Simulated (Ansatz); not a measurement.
# A computed series for HfN: response to strain

The reference is HfN in the rock salt structure (space group Fm-3m, No. 225; a = 4.4683 Å; relaxed with 0.1 eV smearing). Axes: x, y, z lie along the cube axes.

Strains are applied to the cell and any free atomic positions relax.

Calculations: LDA, PAW, 420 eV (Ansatz, a program for electronic structure; no spin-orbit coupling).

Notes on the quantities. energy relative to the base: free energy F.

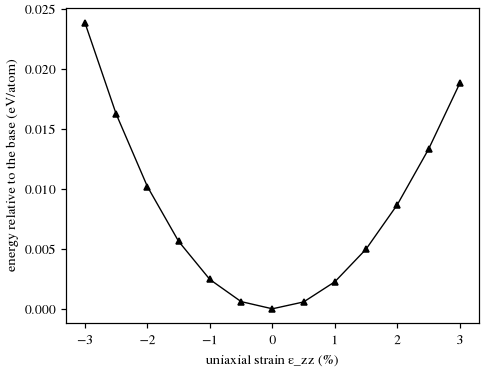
*Energy relative to the base against uniaxial strain ε_zz*

Q: From the plot, what is the energy relative to the base for uniaxial strain ε_zz = −2.50 %?

A: About 0.016 eV/atom.

Q: Is the trend monotonic over the range shown?

A: No, it turns within the range, spanning 0 meV/atom to +24 meV/atom.

No phonon test of stability was made. The final runs are not spin-polarised. An odd electron count without spin: HfN.
